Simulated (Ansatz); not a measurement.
# SiN2H4: ionisation energy by level of theory

Aim: the vertical ionisation energy of SiN2H4, as cation minus neutral at the neutral's geometry, on several levels, and how well −ε(HOMO) stands in for it.

Computed with Ansatz 0.2.0, Gaussian basis. Level: unrestricted cation, the program's frozen cores in correlated methods.

Plan: UKS PBE-D4/def2-TZVPP; UKS r2SCAN-D4/def2-TZVPP; UKS PBE0-D4/def2-TZVPP; UKS B3LYP-D4/def2-TZVPP; UKS wB97X-V/def2-TZVPP; UKS wB97M-V/def2-TZVPP; UKS B2PLYP/def2-TZVPP; UHF-CCSD(T)/def2-TZVPP; UHF-MP2/def2-QZVPP; extrapolation to the limit; then −ε(HOMO) from the neutral's earlier runs with LDA (SPW92), PBE-D4, revPBE-D4, BLYP-D4, r2SCAN-D4, B97M-V, PBE0-D4, B3LYP-D4, r2SCANh-D4, r2SCAN0-D4, HSE06-D4, BHLYP-D4, CAM-B3LYP-D4, LC-ωPBE, ωB97X-V, ωB97M-V.

1 further run of the same task is left out (it didn't finish).

## (1) The geometry

The geometry comes from an earlier relaxation with PBE0-D4 in a triple-zeta def2 set; it is a stationary point, not always the lowest conformer.

SMILES `N[Si]N`, 7 atoms, charge 0, spin multiplicity 1.

Atoms are counted from 1 here; the program's logs count them from 0.

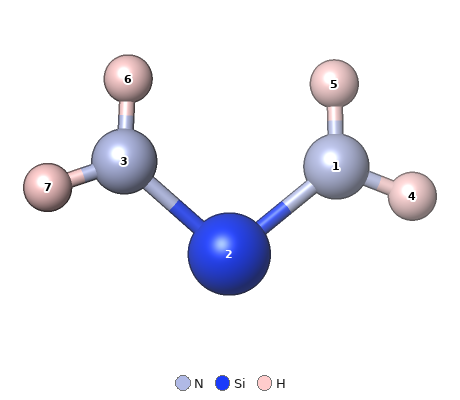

The structure; nitrogen light blue, silicon blue, hydrogen pink; atoms are numbered from 1 in the order of the file.

## (2) Cation, UKS PBE-D4/def2-TZVPP

in.yaml reads:

```yaml
crystal:
  periodic: [false, false, false]
  atoms:
    - {symbol: N, position_ang: [-1.218366, 0.317985, -0.353355]}
    - {symbol: Si, position_ang: [-0.179970, -1.046295, -0.427165]}
    - {symbol: N, position_ang: [1.224757, -0.398304, 0.315683]}
    - {symbol: H, position_ang: [-2.153868, 0.263686, -0.720632]}
    - {symbol: H, position_ang: [-1.015868, 1.229536, 0.029693]}
    - {symbol: H, position_ang: [1.357754, 0.533141, 0.680891]}
    - {symbol: H, position_ang: [2.046861, -0.967749, 0.429186]}
basis:
  gaussian: {orbitals: def2-TZVPP}
total_charge: 1
magnetization: {spin_polarized: true, initial_magnetization: 1}
hamiltonian: {xc: pbe, dispersion: d4}
```

Started as:

```sh
> ansatz run in.yaml --threads 4 --pin off --events-out ev --progress --plain --max-ram 10444MiB
```

The runs that follow: Cation, UKS r2SCAN-D4/def2-TZVPP; Cation, UKS PBE0-D4/def2-TZVPP; Cation, UKS B3LYP-D4/def2-TZVPP; Cation, UKS wB97X-V/def2-TZVPP; Cation, UKS wB97M-V/def2-TZVPP; Cation, UKS B2PLYP (frozen core)/def2-TZVPP; Cation, UHF-CCSD(T)/def2-TZVPP; Cation, UHF-MP2/def2-QZVPP.

Q: Predict the results of all the runs planned. Wanted: ionisation energy, CCSD(T)/CBS; nearest functional by difference; nearest −ε(HOMO); −ε(HOMO) of PBE; T1 of the cation.

**Answer**, as computed:

| quantity | value |
| --- | --- |
| ionisation energy, CCSD(T)/CBS | 8.87 eV |
| nearest functional by difference | ωB97M-V (-0.10 eV) |
| nearest −ε(HOMO) | LC-ωPBE (+0.07 eV) |
| −ε(HOMO) of PBE | 5.25 eV |
| T1 of the cation | 0.017 |

**Reading.** Energy differences with functionals land within 0.40 eV of the reference. The PBE orbital energy is 3.6 eV too small: a semilocal HOMO is no ionisation energy. Among orbital estimates LC-ωPBE comes nearest. Hartree-Fock falls 1.18 eV short, as the neutral has more correlation energy than the cation.
